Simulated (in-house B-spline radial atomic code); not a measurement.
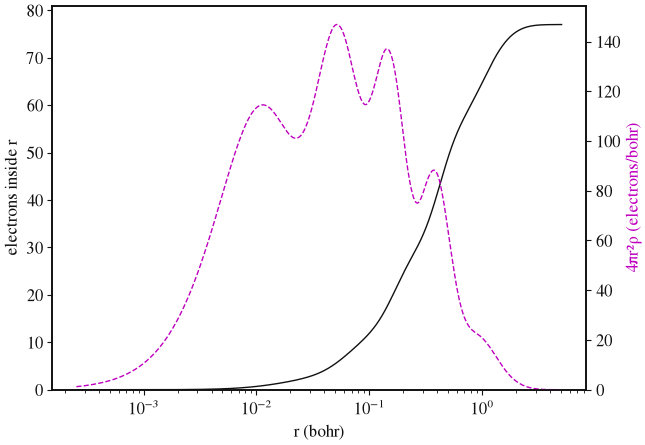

The gold ion Au²⁺; electrons: [Kr] 4d9 4f14 5s2 5p6 5d10 (4d3/2: 3, 4d5/2: 6). Computed with an in-house B-spline radial code: Dirac-Hartree-Fock, average of configuration, Fermi nucleus, basis-set limit.

```
Z = 79
electrons = 77.0
configuration = 1s2 2s2 2p6 3s2 3p6 3d10 4s2 4p6 4d-3 4d+6 4f14 5s2 5p6 5d10
hamiltonian = dirac
method = hf
spin_polarised = False
nucleus = fermi
rms_radius = 5.4371
mass_number = 197
atomic_mass = 196.966570103
speed_of_light = 137.035999084
```

The plot shows the number of electrons inside radius r (solid) and the radial density 4πr²ρ (dashed).

> Read the plot.

The count levels off at 77 electrons. Half of them lie within 0.369 bohr, 90 % within 1.26 bohr and 99 % within 2.33 bohr. The radial density has minima at 0.022, 0.093 and 0.27 bohr, where the count stands at 2.0, 11.0 and 30.1; these part the shells that the density resolves.
